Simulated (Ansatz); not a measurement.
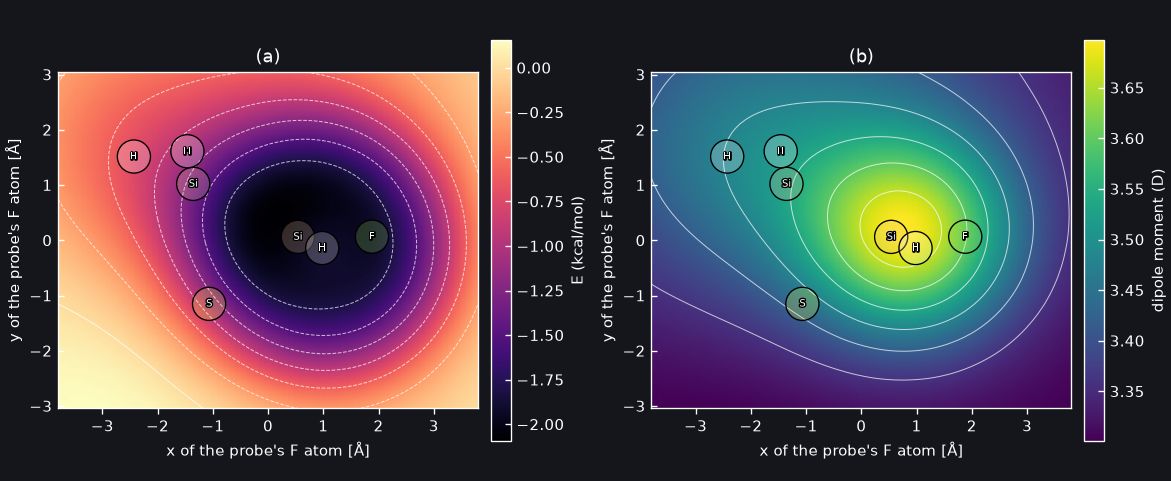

FH₃SSi₂ (SMILES F[SiH]1[SiH2]S1) with the probe HF. 
- The probe is moved over a plane parallel to the molecule's main plane, 4.28 Å above it.
- First axis: x of the probe's F atom. Second axis: y of the probe's F atom.
- Nothing is relaxed (molecule and probe rigid, the probe upright with F nearest the plane).
- The grid has 21 × 17 points.
- All energies are given in kcal/mol relative to molecule and probe far apart, each relaxed in its own basis (no counterpoise correction).
- These are results of RKS PBE0-D4/def2-SVP (Ansatz), not measurements.

Panel (a) is the energy; panel (b) is the computed dipole moment, in D.

Drawn: a smooth colour map with a few white contour lines, labelled circles for the molecule's atoms, projected on the plane. Between grid points the surface is interpolated.

Q: How does the dipole moment vary over the map, and what is it at the lowest grid point?

A: Leaving out the highest fifth of the energies, it runs from 3.32 D at x of the probe's F atom = 1.90 Å, y of the probe's F atom = −3.04 Å to 3.70 D at x of the probe's F atom = 0.76 Å, y of the probe's F atom = 0.00 Å. At the lowest grid point, x of the probe's F atom = 0.00 Å, y of the probe's F atom = 0.38 Å, it is 3.66 D.
